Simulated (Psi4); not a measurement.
# CH4ClSi (SMILES [SiH3][CH]Cl) at UM06-L/def2-SVPD

What is the energy change on altering one bond length of CH4ClSi at UM06-L/def2-SVPD? 

Program for the calculation: Psi4 1.11.

2 further runs of the same task are left out: 2 set aside as unsound or not needed.

## (1) Starting point

The species is CH4ClSi (7 atoms), meant as a doublet with charge 0. As SMILES, `[SiH3][CH]Cl`. Geometry: relaxed at GFN2-xTB.

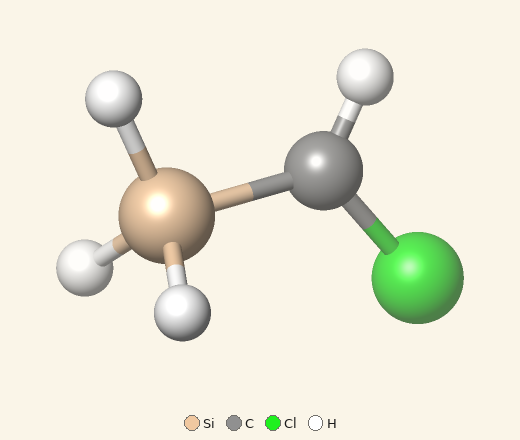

The structure, seen from a chosen angle (silicon light orange, carbon grey, chlorine green, hydrogen white).

## (2) Energy and gradient at UM06-L/def2-SVPD

Contents of ch4clsi.in:

```
memory 1600 mb

molecule m {
  0 2
  Si    -1.28913337     0.64488794    -0.53726803
  C      1.81744410    -0.56773042     0.56113528
  Cl     2.08372541    -3.36051886     2.09196461
  H     -2.46085805    -1.16312643    -2.27861286
  H     -0.75212989     3.04389525    -1.79369024
  H     -3.00082839     1.00805550     1.61284345
  H      3.60178020     0.39451812     0.34366559
  units bohr
  symmetry c1
  no_reorient
  no_com
}

set basis def2-SVPD
set reference uks
set puream true
set e_convergence 1e-09
set d_convergence 1e-08
set scf_type pk
set dft_radial_points 99
set dft_spherical_points 590
set maxiter 200

e, wfn = gradient("m06-l", return_wfn=True)
oeprop(wfn, "MAYER_INDICES", "MULLIKEN_CHARGES", "WIBERG_LOWDIN_INDICES")
```

Run with:

```console
$ psi4 ch4clsi.in ch4clsi.out -n 1
```

ch4clsi.out:

```text
[...]
  Running in c1 symmetry.
[...]
  Nuclear repulsion =  133.093511218993484
[...]
  Multiplicity = 2
[...]
  Nalpha       = 21
  Nbeta        = 20
[...]
    Number of basis functions: 103
[...]
   @UKS iter   1:  -789.68715407730599   -9.26605e-02   5.46116e-03 DIIS/ADIIS
[...]
   @UKS iter  13:  -789.87973306616220   -9.09495e-13   6.57265e-09 DIIS
[...]
   @S^2 Observed:                7.562301405E-01
[...]
    Orbital Energies [Eh]
    ---------------------
    Alpha Occupied:
       1A   -101.171019     2A    -65.818513     3A    -10.117236
       4A     -9.436005     5A     -7.148743     6A     -7.140481
       7A     -7.137774     8A     -5.255583     9A     -3.566639
      10A     -3.565735    11A     -3.565540    12A     -0.851363
      13A     -0.624199    14A     -0.506604    15A     -0.431828
      16A     -0.373286    17A     -0.366090    18A     -0.329917
      19A     -0.324220    20A     -0.277508    21A     -0.195689
    Alpha Virtual:
      22A     -0.005735    23A      0.016883    24A      0.031166
      25A      0.049501    26A      0.051038    27A      0.058223
[...]
  @UKS Final Energy:  -789.87973306616220
   => Energetics <=
    Nuclear Repulsion Energy =            133.0935112189934841
    One-Electron Energy =               -1354.3690321827402840
    Two-Electron Energy =                 487.4748196886979485
    DFT Exchange-Correlation Energy =     -56.0790317911132448
    Empirical Dispersion Energy =           0.0000000000000000
    VV10 Nonlocal Energy =                  0.0000000000000000
    Total Energy =                       -789.8797330661622027
[...]
 Multipole Moments:
 ------------------------------------------------------------------------------------
     Multipole            Electronic (a.u.)      Nuclear  (a.u.)        Total (a.u.)
 ------------------------------------------------------------------------------------
 L = 1.  Multiply by 2.5417464519 to convert [e a0] to [Debye]
 Dipole X            :        -25.6482236           25.6680933            0.0198697
 Dipole Y            :         48.5645833          -48.2234295            0.3411537
 Dipole Z            :        -29.4671271           29.2926636           -0.1744635
 Magnitude           :                                                    0.3836902
[...]
  -Total Gradient:
     Atom            X                  Y                   Z
    ------   -----------------  -----------------  -----------------
       1       -0.009182560817     0.004261936565    -0.003808747627
       2        0.010361600069    -0.006642330748     0.004915149766
       3       -0.001245155125     0.012908846146    -0.007012493024
       4        0.003897142178     0.005363360831     0.006158331272
       5       -0.000151765236    -0.008979993464     0.005026933304
       6        0.005498777193    -0.001750467412    -0.006622368992
       7       -0.009160095568    -0.005166340480     0.001380408964
[...]
  Mulliken Charges: (a.u.)
   Center  Symbol    Alpha    Beta     Spin     Total
       1    SI     6.78433  6.85734 -0.07301  0.35833
       2     C     3.34984  2.37634  0.97350  0.27382
       3    CL     8.78307  8.68088  0.10219 -0.46395
       4     H     0.53999  0.50847  0.03152 -0.04845
       5     H     0.53087  0.52835  0.00253 -0.05922
       6     H     0.54116  0.50710  0.03406 -0.04826
       7     H     0.47074  0.54153 -0.07079 -0.01227
   Total alpha = 21.00000, Total beta = 20.00000, Total charge = -0.00000
  Mayer Bond Indices:
[...]
```

It took 2.6 min on 1 thread of AMD EPYC 7R43 (Zen 3), shared host; peak memory 0.69 GiB.

## (3) The distorted shape, same level

Contents of input.in:

```
memory 1600 MB

molecule m {
  0 2
  Si    -0.43332176     0.46331171    -1.61227842
  C      2.67325571    -0.74930664    -0.51387511
  Cl     2.93953702    -3.54209509     1.01695422
  H     -1.60504644    -1.34470265    -3.35362325
  H      0.10368171     2.86231903    -2.86870063
  H     -3.00082839     1.00805550     1.61284345
  H      4.45759181     0.21294190    -0.73134480
  units au
  symmetry c1
}

set reference uks
set puream true
set e_convergence 1e-09
set d_convergence 1e-08
set scf_type pk
set dft_radial_points 99
set dft_spherical_points 590
set maxiter 200

result, w = gradient('m06-l/def2-SVPD', return_wfn=True)
oeprop(w, 'WIBERG_LOWDIN_INDICES', 'DIPOLE', 'LOWDIN_CHARGES')
```

Run with:

```console
$ psi4 -n 1 input.in input.out
```

input.out, shortened:

```text
[...]
  Running in c1 symmetry.
[...]
  Nuclear repulsion =  130.824565050983409
[...]
  Multiplicity = 2
[...]
  Nalpha       = 21
  Nbeta        = 20
[...]
    Number of basis functions: 103
[...]
   @UKS iter   1:  -789.60167041923478   -1.32561e-01   5.63059e-03 ADIIS/DIIS
[...]
   @UKS iter  17:  -789.81168805244624   -2.04636e-12   1.74697e-09 DIIS
[...]
   @S^2 Observed:                7.607509275E-01
[...]
  @UKS Final Energy:  -789.81168805244624
   => Energetics <=
    Nuclear Repulsion Energy =            130.8245650509834093
    One-Electron Energy =               -1349.3705292859510791
    Two-Electron Energy =                 484.6755429374726418
    DFT Exchange-Correlation Energy =     -55.9412667549512861
    Empirical Dispersion Energy =           0.0000000000000000
    VV10 Nonlocal Energy =                  0.0000000000000000
    Total Energy =                       -789.8116880524462431
[...]
  -Total Gradient:
     Atom            X                  Y                   Z
    ------   -----------------  -----------------  -----------------
       1        0.020245213890    -0.002959765016    -0.049667766625
       2        0.018184156923    -0.004247454007     0.004313392313
       3       -0.001757945886     0.011157656096    -0.005365706920
       4        0.006695032115     0.004962413402     0.001159800003
       5        0.001799286593    -0.009380651181     0.002711660882
       6       -0.036609890268     0.007603696386     0.046724081104
       7       -0.008512719099    -0.007097734283     0.000112088920
[...]
 Multipole Moments:
 ------------------------------------------------------------------------------------
     Multipole            Electronic (a.u.)      Nuclear  (a.u.)        Total (a.u.)
 ------------------------------------------------------------------------------------
 L = 1.  Multiply by 2.5417464519 to convert [e a0] to [Debye]
 Dipole X            :          4.1455087           -3.7994063            0.3461023
 Dipole Y            :         -5.1150163            5.3215005            0.2064842
 Dipole Z            :          2.2985642           -2.7570604           -0.4584962
 Magnitude           :                                                    0.6104435
[...]
```

It took 2.9 min on 1 thread of AMD EPYC 7R43 (Zen 3), shared host; peak memory 0.73 GiB.

## (4) Outcome

Level: UM06-L/def2-SVPD.

| quantity | value |
| --- | --- |
| first shape: total energy | -789.87973 Eh |
| first shape: dipole moment | 0.98 D |
| first shape: HOMO energy (highest over α and β) | -5.32 eV |
| first shape: LUMO energy (lowest over α and β) | -3.13 eV |
| first shape: ⟨S²⟩ | 0.756 |
| first shape: largest force on an atom | 0.758 eV/Å |
| distorted shape: total energy | -789.81169 Eh |
| distorted shape: dipole moment | 1.55 D |
| distorted shape: HOMO energy (highest over α and β) | -5.57 eV |
| distorted shape: LUMO energy (lowest over α and β) | -3.69 eV |
| distorted shape: ⟨S²⟩ | 0.761 |
| distorted shape: largest force on an atom | 3.077 eV/Å |
| energy change with the Si1–H6 bond stretched from 1.467 to 2.200 Å | 1.852 eV |

**Reading.** With the Si1–H6 bond stretched from 1.467 to 2.200 Å the energy rises by 1.85 eV (179 kJ/mol). The first shape isn't relaxed at this level, so the change isn't measured from a minimum. The largest force (first shape) is 0.76 eV/Å: the shape isn't a stationary point for this species at this level.
